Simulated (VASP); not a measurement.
Band structure of Tl₃Bi (space group Pm-3m). Method: PBEsol GGA, VASP's PBE PAW potentials (set 64) (plane waves; VASP 6.6.1).

Unless said otherwise, spin-orbit coupling is left out, though it shifts the bands of the heavy elements here.

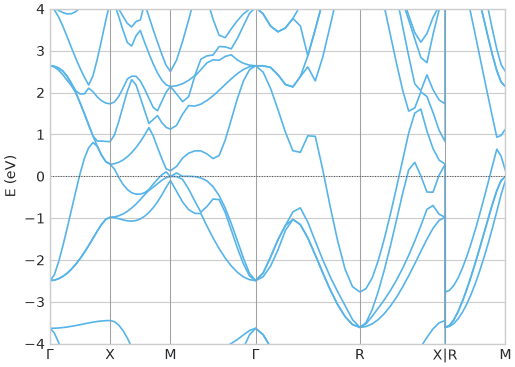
Fig. 1. Bands along high-symmetry lines, zero at the valence-band maximum or, without a gap, the Fermi level

Read the plot: is there a gap, and where are the band edges?

It has no gap at this level: it comes out as a metal or semimetal. (Edges off the drawn lines would not show.)

The structure comes from a computed database's Tl3Bi entry (Pm-3m); how it stands against other phases isn't given here. It was relaxed first, which changed the volume by -5 %.
